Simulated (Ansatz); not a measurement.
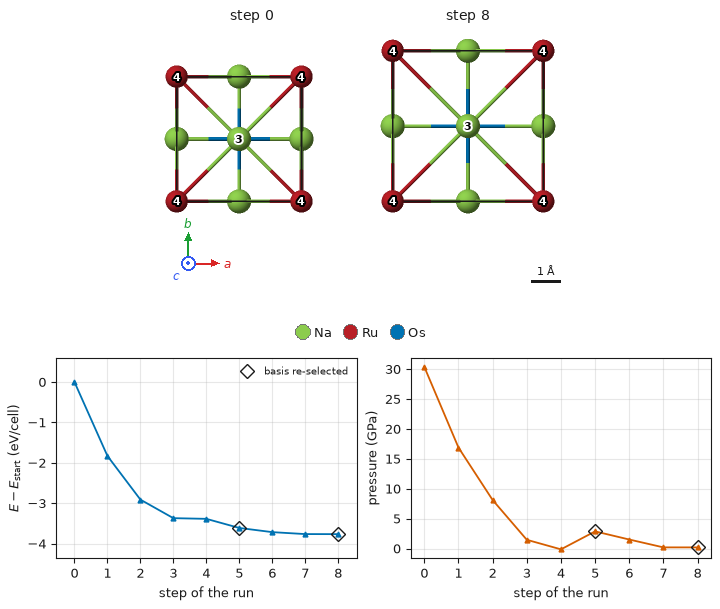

First and last geometry of a relaxation of crystalline Na3OsRu (a generated structure, set up in Pm-3m) (coarse preliminary run), with the history of the run. The picture is a ball-and-stick view of the cell of the calculation, seen along the c axis.

Theory: DFT PBE, scalar-relativistic, plane waves, PAW (Ansatz). Set-up: plane-wave cutoff 420 eV; k-point mesh 4 × 4 × 4; occupations gaussian; smearing width 0.1 eV; no spin polarisation; cell and atoms relaxed; force threshold 0.04 eV/Å; at most 70 steps.

What do the curves and the structures tell?

Answer. It converged. No atom moves by more than 0.005 Å relative to the cell. The volume changes by +75.8 %, with a = b = c 4.396 → 5.305 Å (+20.7 %). Some distances before and after: Na–Na 3.109 → 3.751 Å, Na–Ru 3.109 → 3.751 Å, Na–Os 2.198 → 2.653 Å. The space group stays Pm-3m (No. 221). After 6 accepted moves (8 points after the start) the energy has fallen by 3.763 eV per cell of the calculation. All forces vanish by symmetry, so only the cell relaxes. The pressure goes from 30.39 to 0.20 GPa. The SCF was repeated twice at an unchanged geometry on a basis and grid sized afresh for the cell, which shifted the energy by 0.226 eV per cell of the calculation at most. The run took 20 s on 1 thread of Arm Neoverse V2 (shared host), peak memory 0.41 GiB.

```csv
step,"E − E(0), meV/atom","pressure, GPa","volume, Å³/atom",note
0,0.00,30.39,16.992,
1,-365.74,16.89,19.541,
2,-581.80,8.12,22.398,
3,-673.63,1.47,25.552,
4,-676.97,-0.13,26.371,
5,-722.07,2.88,26.371,"same geometry, new basis"
6,-742.78,1.51,27.920,
7,-752.41,0.20,29.866,
8,-752.69,0.20,29.866,"same geometry, new basis"
```
